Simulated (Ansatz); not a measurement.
# How Sr(111) screens a field, part 2 of 2

Aim: image plane and induced charge of Sr(111).

Ansatz 0.2.0; plane-wave DFT, PBE, Ansatz PAW.

So far. Step 7 (Atoms held, field 0.15 V/Å): The dipole is 0.354 e·Å.

## 8. The response

This step: plane-wave DFT, PBE, Ansatz PAW; screening of a field by a metal slab (Ansatz 0.2.0).

The dipoles give the slope, and the difference of two potentials shows where the field is screened.

This step gave:

| Quantity | Value |
| --- | --- |
| equivalent conductor thickness p/(ε₀AE) | 26.68 Å |
| distance between the outer atoms | 21.06 Å |
| inner field over outer field | -7.08e-4 |
| image plane, upper face | 2.829 Å |
| induced electrons on the upper face over ε₀E | -0.9934 |
| image plane, lower face | 2.829 Å |
| induced electrons on the lower face over ε₀E | 0.9933 |

Dipole of the cell against applied field:

```csv
applied field (V/Å),dipole of the cell (e·Å)
-0.100,-0.236
-0.030,-0.0708
0.000,-1.7e-6
0.030,0.0708
0.100,0.236
0.150,0.354
```

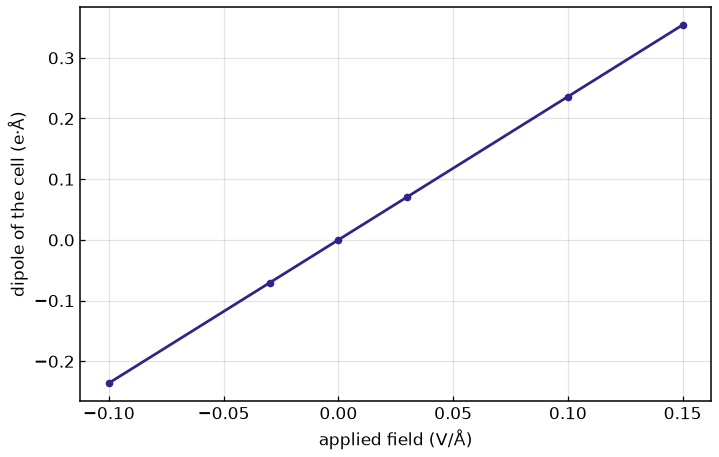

Dipole of the cell, plotted against applied field.

Local field over the applied field, running mean. From the potentials at -0.03 and 0.03 V/Å; running mean over 3.51 Å. Table of local field over applied field by z:

```csv
z (Å),local field over applied field
6,0.608
8,0.0611
10,-0.0220
12,4.4e-5
14,0.00141
16,-0.00266
18,3.8e-4
20,-0.00156
22,-9.8e-4
24,6.8e-4
26,-0.00417
28,0.00718
30,-0.0412
32,0.274
34,0.842
```

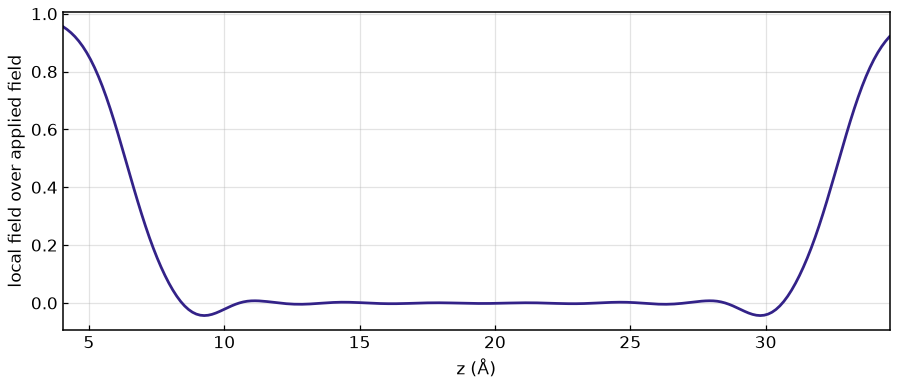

Local field over applied field, plotted against z.

The induced electron density oscillates, so the rows of the table below give means over windows of 3.76 Å about each position, cut where the curve ends. Its maxima inside the range that stand out by 2 % of the span (Å: e/Å³ per V/Å): 7.1: 0.00313, 10.9: 5.1e-4, 14.2: 1.8e-4, 23.0: 1.1e-4, 26.5: 3.6e-4, 30.1: 0.00149. Its minima: 9.0: -0.00149, 12.6: -3.6e-4, 16.1: -1.1e-4, 24.9: -1.8e-4, 28.2: -5.1e-4, 32.0: -0.00313.

Electrons, planar mean, per unit field. Table of induced electron density by z; means over each step:

```csv
z (Å),induced electron density (e/Å³ per V/Å)
5.93,0.00163
9.69,-1.4e-4
13.45,-3.7e-5
17.21,-1.9e-5
20.97,-5.0e-6
24.73,2.0e-5
28.49,2.0e-4
32.25,-0.00158
```

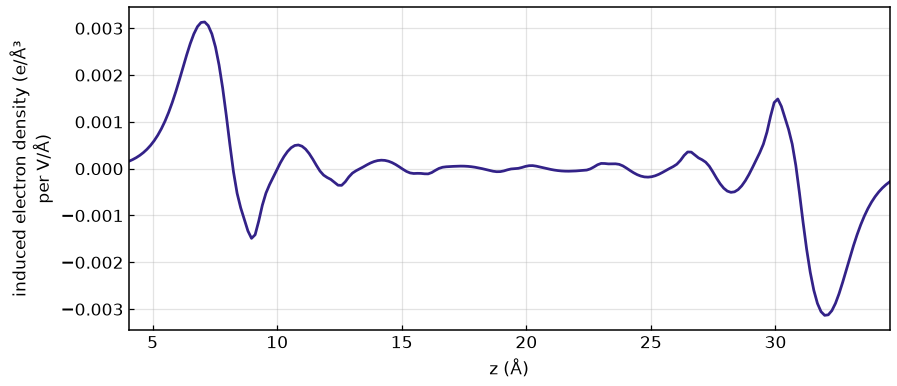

Induced electron density, plotted against z.

By hand: between -0.03 and 0.03 V/Å the dipole changes by 0.1416 e·Å, a slope of 2.359 e·Å²/V. A perfect conductor of thickness t has p = ε₀AEt, so t = 180.95 × 2.359 / 16.007 = 26.67 Å (e/ε₀ = 180.95 V·Å, A in Å²). Less the 21.06 Å between the outer atoms, and halved, that puts each image plane 2.80 Å out.

The induced dipole is that of a conductor 26.68 Å thick.

## 9. The same run with other settings

This step: plane-wave DFT, PBE, Ansatz PAW (Ansatz 0.2.0).

A run with a changed input: it repeats the earlier run at 0.03 V/Å with scf.eigensolver.kind to davidson and kpoints.mp_grid.grid from [12, 12, 1] to [10, 10, 1].

input.yaml reads:

```yaml
crystal:
  lattice:
    - [4.2992092296, 0.0, 0.0]
    - [2.1496046148, 3.723224409, 0.0]
    - [0.0, 0.0, 39.06173782]
  atoms:
    - { symbol: Sr, position: [0.0, 0.0, 0.2304044956] }
    - { symbol: Sr, position: [0.3333333333, 0.3333333333, 0.3202696637] }
    - { symbol: Sr, position: [0.6666666667, 0.6666666667, 0.4101348319] }
    - { symbol: Sr, position: [0.0, 0.0, 0.5] }
    - { symbol: Sr, position: [0.3333333333, 0.3333333333, 0.5898651681] }
    - { symbol: Sr, position: [0.6666666667, 0.6666666667, 0.6797303363] }
    - { symbol: Sr, position: [0.0, 0.0, 0.7695955044] }
kpoints:
  mp_grid: { grid: [10, 10, 1] }
hamiltonian:
  xc: pbe
scf:
  occupations: { method: fermi_dirac, width: 0.1 }
  convergence: { dr2_threshold: 1.0e-10 }
  eigensolver: { kind: davidson }
efield:
  axis: 3
  dipole_correction: true
  ramp_position: 0.97
  ramp_width: 0.06
  amplitude: 0.03
output:
  forces: true
  write_potential: true
  write_density: true
  volumetric_format: npy
```

Started as:

```sh
$ ansatz run input.yaml --threads 2 --pin off --max-ram 3072MiB --backend cpu --events-out ev --progress --plain --runs-dir out
```

Numbers of over 12 decimals in the logs are rounded to 6 here.

Output:

```text
[...]
Crystal: 7 atoms, lattice volume = 625.258 Å³
Basis set: ecut = 420 eV, 12185 PW (Γ), exchange–correlation on 60×60×540 points (8 copies of the dense FFT grid, shifted against one another)
Bands: 42, of which v1, the nominal top of the filled ones, is band 35 counted from 1 (34 counted from 0)
Symmetry: 6 space group operations
k-points: 14 of 100 (time reversal used)
[...]
iter 1 solved again at ethr=1.28e-2 eV; its pass at ethr=1.00e-1 eV (dr2=8.96e0 eV) is discarded
SCF iter   1: F=—  HF=-24809.507016 eV  |F-HF|=—  |Δ(HF+E_count)|=         —  Δρ=6.16e-3  dr2=1.16e1  ethr=1.28e-2  p=0.065 e·Å  D=1.89e-2 V/Å  ΔV_dip=-0.74 eV  dr2_dipole=6.61e-5  V_vac-E_F(+/−)=4.56/4.21 eV  ⟨swp⟩=12.6  Hψ=7419  notcnv=0
[...]
eigensolver tolerance schedule calibrated: the retry pair's looser diagonalisation under-reported the residual by θ = 0.23 (0.25/decade); ethr = c·dr2/N_el runs at the constant in force after the calibration composes with the one it found (an armed cap, an earlier calibration), c = 1.6e-2
[...]
SCF iter   2: F=—  HF=-24809.369040 eV  |F-HF|=—  |Δ(HF+E_count)|=   1.38e-1  Δρ=5.16e-3  dr2=1.37e1  ethr=2.59e-3  p=0.073 e·Å  D=2.11e-2 V/Å  ΔV_dip=-0.82 eV  dr2_dipole=7.07e-3  V_vac-E_F(+/−)=1.86/1.60 eV  ⟨swp⟩=9.0  Hψ=2307  notcnv=0
[...]
SCF iter  13: F=-24809.013353 eV  HF=-24809.013353 eV  |F-HF|=1.46e-11  |Δ(HF+E_count)|=  8.37e-11  Δρ=3.57e-8  dr2=1.49e-11  ethr=1.00e-12  p=0.071 e·Å  D=2.05e-2 V/Å  ΔV_dip=-0.80 eV  dr2_dipole=1.33e-14  V_vac-E_F(+/−)=2.84/2.56 eV  ⟨swp⟩=3.1  Hψ=1348  notcnv=0
SCF 1 converged in 13 iterations: F = -24809.013353 eV  dr2 = 1.49e-11
  Residual-converged pass: ⟨swp⟩=7.3  Hψ=3074  notcnv=0  max |occ|·‖R‖ = 1.0e-8 eV (tolerance 1.0e-8 eV)  dr2=1.64e-11  dr2_onsite=5.07e-13  max |Δocc| = 2.2e-8
[...]
SCF converged after 13 iterations
Free energy (F): -24809.013353 eV
[...]
Internal energy: -24808.695781 eV  (E = F + TS)
E sigma→0 (E₀):  -24808.854567 eV
Entropy (-TS):   -0.317572 eV (-45.367 meV/atom)
Fermi energy:    2.157151 eV
Dipole field:    D = 0.020485 V/Å  (p = 0.070785 e·Å, saw-weighted, corrected)
Work function:   not extracted (applied field tilts the vacuum); planar V_es + V_field profile in the machine report
[...]
--- Forces (eV/Å), atoms counted from 1 ---
  atom   1  Sr     0.00000000     0.00000000     0.07613511
  atom   2  Sr     0.00000000    -0.00000000    -0.05624333
  atom   3  Sr     0.00000000    -0.00000000     0.00227360
  atom   4  Sr     0.00000000    -0.00000000     0.00013233
  atom   5  Sr     0.00000000     0.00000000    -0.00194109
  atom   6  Sr     0.00000000    -0.00000000     0.05712450
  atom   7  Sr     0.00000000    -0.00000000    -0.07748064
  max |Σ_I F_I| component: 4.83e-7 eV/Å
--- Band table (eV; the first three rows and the last of 14) ---
  k-point 0: bands = [... 31 lower, -0.5358, -0.0701, 0.4236, 0.8596, 2.2152, 2.3736, 2.6544, 2.9611, ... 10 higher]
  k-point 1: bands = [... 31 lower, -0.4036, 0.0603, 0.5552, 0.9986, 2.2189, 2.4034, 2.6893, 2.9855, ... 10 higher]
  k-point 2: bands = [... 31 lower, -0.0284, 0.4261, 0.9186, 1.3780, 2.2327, 2.4864, 2.7775, 3.0233, ... 10 higher]
  k-point 13: bands = [... 31 lower, 2.0406, 2.1688, 2.1757, 2.2177, 2.2349, 2.3331, 2.3532, 2.5017, ... 10 higher]
```

It took 83 s on 2 threads of Arm Neoverse N1, shared host; peak memory 0.81 GiB; 2.7 min of CPU time.

```csv
quantity,this run,earlier run,difference
dipole along the normal (e·Å),0.07078,0.07078,5.0e-6
```

The dipole moves by under 0.5 % or 5e-5 e·Å.

The change did no harm here.

## 10. The same run with other settings

An input spoilt on purpose, to show how the run answers: it repeats the earlier run at 0.03 V/Å with scf.n_extra_bands to 0 and scf.occupations from method: fermi_dirac, width: 0.1 to method: fermi_dirac, width: 0.3, and scf.max_iter set to 50.

Changes to input.yaml since step 9:

```diff
@@ -14,3 +14,3 @@
 kpoints:
-  mp_grid: { grid: [10, 10, 1] }
+  mp_grid: { grid: [12, 12, 1] }
 hamiltonian:
@@ -18,5 +18,6 @@
 scf:
-  occupations: { method: fermi_dirac, width: 0.1 }
+  occupations: { method: fermi_dirac, width: 0.3 }
   convergence: { dr2_threshold: 1.0e-10 }
-  eigensolver: { kind: davidson }
+  n_extra_bands: 0
+  max_iter: 50
 efield:
```

Output:

```text
Error: inconsistent input (scf.n_extra_bands, scf.occupations.method): n_bands = 35 leaves no empty band above the 35 bands per channel that the deck's 70 electrons occupy, and the occupations search for the Fermi level (a smearing at a finite width, or tetrahedra): a level found among occupied bands alone can fill a metal as an insulator; raise scf.n_extra_bands until at least 36 bands are solved (omitted, it auto-derives to 53) (see scf.n_extra_bands in the input reference)
```

It took 0.06 s on 2 threads; peak memory 0.069 GiB.

The input was rejected at the start.

The program's message: “Error: inconsistent input (scf.n_extra_bands, scf.occupations.method): n_bands = 35 leaves no empty band above the 35 bands per channel that the deck's 70 electrons occupy, and the occupations search …”

The fault put into the input: too few bands.

## 11. Results

```
work function                                : 2.71 eV
image plane, upper face                      : 2.83 Å
induced electrons on the upper face over ε₀E : -0.993
equivalent conductor thickness p/(ε₀AE)      : 26.7 Å
inner field over outer field                 : -7.1e-4
```

What this shows: The induced charge has its centre 2.83 Å outside the outermost atoms; this is the plane from which a capacitor's gap or an image potential counts. The equivalent conductor thickness exceeds the distance between the outer atoms by 5.61 Å, about the sum of the two image-plane distances. In the middle of the slab the field is screened to under 0.5 % of its outer value. The atoms are held at bulk positions with the tabulated experimental lattice constant.

[Logs are printed without paths, hosts, clocks, repeated set-up lines and the standing remarks that a program may print on its own settings, such as how far it seeks lower states.]

[Hosts, paths, dates, database ids (printed as entryN), source tags and the programs' standing remarks are cut or masked in the printed files.]

[Maps of the electrostatic potential energy from Ansatz leave out the sawtooth potential of an applied field or a dipole correction, so their vacuum need not be flat; planar profiles and work functions include it.]
